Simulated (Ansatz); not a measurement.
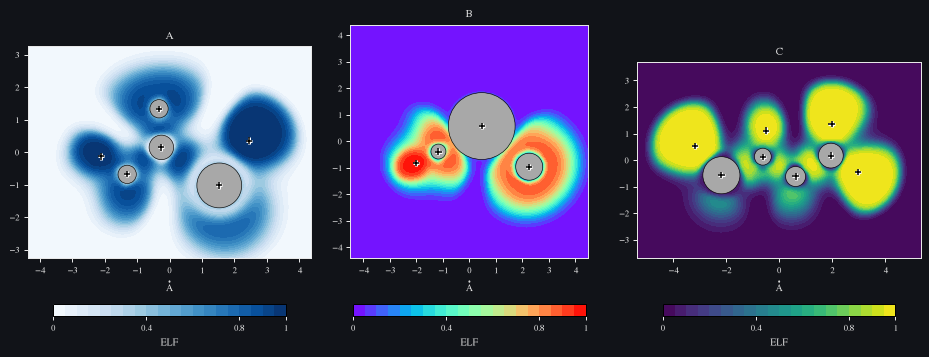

The electron localisation function of 3 systems, each on a plane through atoms (crosses mark nuclei in the plane; grey discs cover the cores).

Method: RKS PBE0-D4/def2-TZVPP (Ansatz).

System 1: Cl2H2O2Zr (SMILES [OH][Zr]([OH])([Cl])[Cl]), the plane of atoms O3, Zr2 and Cl5. Geometry: PBE0-D4/def2-TZVP; core potentials replace the inner electrons of Zr.

```xyz
7

O    -1.2032    0.8969    0.7817
Zr   -0.1036   -0.1072   -0.3886
O     1.5329   -0.5576    0.4519
Cl   -1.2300   -2.0912   -0.9841
Cl    0.3513    1.1842   -2.3082
H    -1.6542    1.3895    1.4617
H     2.3067   -0.7147    0.9857
```

System 2: CH2O2Te (SMILES O=C(O)[TeH]), the molecular plane. Geometry: PBE0-D4/def2-TZVP; core potentials replace the inner electrons of Te.

| atom | x (Å) | y (Å) | z (Å) |
| --- | --- | --- | --- |
| O | -0.1752 | -0.7025 | 1.1654 |
| C | 0.1714 | -0.1957 | 0.1454 |
| O | 1.3566 | -0.3993 | -0.4471 |
| Te | -0.9534 | 1.1697 | -1.0478 |
| H | 1.8505 | -1.0215 | 0.1104 |
| H | -2.2078 | 1.0852 | 0.0274 |

System 3: CH8BNSi (SMILES BCN[SiH3]), the plane of atoms B1, C2 and N3. Geometry: PBE0-D4/def2-TZVP.

```yaml
atoms:
  - { symbol: B, position_ang: [-1.9752, 0.7102, 0.6376] }
  - { symbol: C, position_ang: [-0.7743, 0.2962, -0.2412] }
  - { symbol: N, position_ang: [0.4483, -0.0959, 0.4169] }
  - { symbol: Si, position_ang: [1.8561, -0.6441, -0.3903] }
  - { symbol: H, position_ang: [-2.9715, 1.0994, 0.1025] }
  - { symbol: H, position_ang: [-1.9446, 0.6197, 1.8334] }
  - { symbol: H, position_ang: [-0.5964, 1.1059, -0.9691] }
  - { symbol: H, position_ang: [-1.1965, -0.5125, -0.8774] }
  - { symbol: H, position_ang: [0.3634, -0.2258, 1.4106] }
  - { symbol: H, position_ang: [2.8885, -0.8983, 0.6473] }
  - { symbol: H, position_ang: [1.6417, -1.8940, -1.1805] }
  - { symbol: H, position_ang: [2.3374, 0.3841, -1.3557] }
```

### Which map belongs to which system?

Panel A is system 2, CH2O2Te: the plane holds O, C, Te and H. C–O (1.19 Å): the ELF peaks at about 0.85 between the atoms; a short, multiple covalent bond. Panel B is system 1, Cl2H2O2Zr: the plane holds Zr, O, Cl and H. Zr–O (1.89 Å): the ELF peaks at about 0.80 in the valence shell of O, 0.5 Å from its nucleus, and drops to about 0.20 between the two atoms. Panel C is system 3, CH8BNSi: the plane holds B, C, N, Si and H. C–N (1.44 Å): the ELF peaks at about 0.90 between the atoms; a shared electron pair.
